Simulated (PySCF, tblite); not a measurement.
# C4H7BF2O2: geometry, infrared bands and NMR shifts

What infrared bands and NMR shifts should C4H7BF2O2 (`CCO[C@H](C=O)B(F)F`) show?

The runs use tblite 0.8.0 and PySCF 2.14.0, with density-fitted response routines of our own; the level of theory stands in each step. All values are computed, except where a source is named. Atoms count from 0, in the outputs and in this text.

**1. The molecule as given**

16 atoms, charge 0, multiplicity 1; geometry from: force field or distance geometry start.

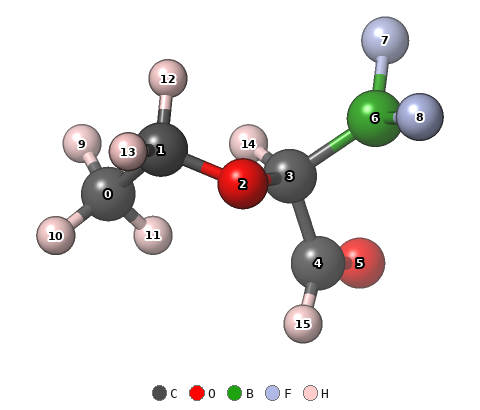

As it starts; carbon dark grey, oxygen red, boron green, fluorine light blue, hydrogen pink, atoms numbered.

**2. Relaxing the molecule with GFN2-xTB**

The job: settings as JSON, then the geometry in Å.

```
{"job": {"kind": "relax", "xc": "GFN2-xTB", "basis": "xTB"}, "charge": 0, "multiplicity": 1}
C      1.953500     0.242700    -0.361700
C      1.253600    -0.580300     0.673900
O      0.050900    -0.051800     1.048800
C     -0.812900     0.046100    -0.042200
C     -1.242400     1.454600    -0.271100
O     -2.004800     1.641000    -1.216600
B     -2.134100    -0.816300     0.141400
F     -2.440300    -1.857500    -0.822400
F     -2.650400    -1.027400     1.478100
H      2.228200    -0.416400    -1.219300
H      2.829100     0.782500     0.032300
H      1.231400     0.980300    -0.746000
H      1.065000    -1.607400     0.271700
H      1.875700    -0.724400     1.600200
H     -0.303100    -0.339500    -0.924200
H     -0.907100     2.282600     0.345600
```

On the command line:

```console
$ OMP_NUM_THREADS=1 python probes_run.py task.json out
```

The driver reads the jobs from task.json and runs them one after another.

**Question.** This job is followed by: GFN2-xTB harmonic vibrations, gas phase; GIAO PBE0/pcSseg-1 NMR shielding, non-relativistic, gas phase. What will the session give for the following? strongest single infrared mode (GFN2-xTB); zero-point energy (GFN2-xTB); 13C shifts against TMS (PBE0/pcSseg-1); 1H shifts against TMS (PBE0/pcSseg-1, means over atoms taken as alike); 17O shifts against H2O (PBE0/pcSseg-1); 11B shifts against BF3·OEt2 (PBE0/pcSseg-1); 19F shifts against CFCl3 (PBE0/pcSseg-1, means over atoms taken as alike).

As calculated:

```
                                                                 quantity                              value
                                strongest single infrared mode (GFN2-xTB)              1789 cm⁻¹, 317 km/mol
                                             zero-point energy (GFN2-xTB)                      71.2 kcal/mol
                                   13C shifts against TMS (PBE0/pcSseg-1)        211.7, 87.2, 73.7, 18.0 ppm
   1H shifts against TMS (PBE0/pcSseg-1, means over atoms taken as alike)  10.17, 4.36, 3.74, 3.45, 1.17 ppm
                                   17O shifts against H2O (PBE0/pcSseg-1)                    704.6, 49.9 ppm
                              11B shifts against BF3·OEt2 (PBE0/pcSseg-1)                           23.4 ppm
19F shifts against CFCl3 (PBE0/pcSseg-1, means over atoms taken as alike)                          -68.0 ppm
```

In words: Over 144 steps the energy fell by 1.406 eV; of the close pairs, B6–F8 changed most, 1.448 to 1.306 Å. All 42 modes are real, so the xTB geometry is a minimum. The strongest single mode, at 1789 cm⁻¹, moves mainly C4 and O5. GFN2-xTB is a fitted tight-binding method: band positions and strengths are rough. Its intensities can rank the bands wrongly. The most deshielded carbon is C4 (aldehyde carbonyl carbon), at 211.7 ppm: the double bond to the heteroatom, with no lone-pair donor beside it, deshields it most. The most deshielded hydrogen is H15 (hydrogen on an aldehyde carbonyl carbon), at 10.17 ppm: deshielded by the polar, anisotropic C=O bond. At PBE0/pcSseg-1: Shielding is most anisotropic at O5 (span 1398 ppm, paramagnetic term -766 ppm).
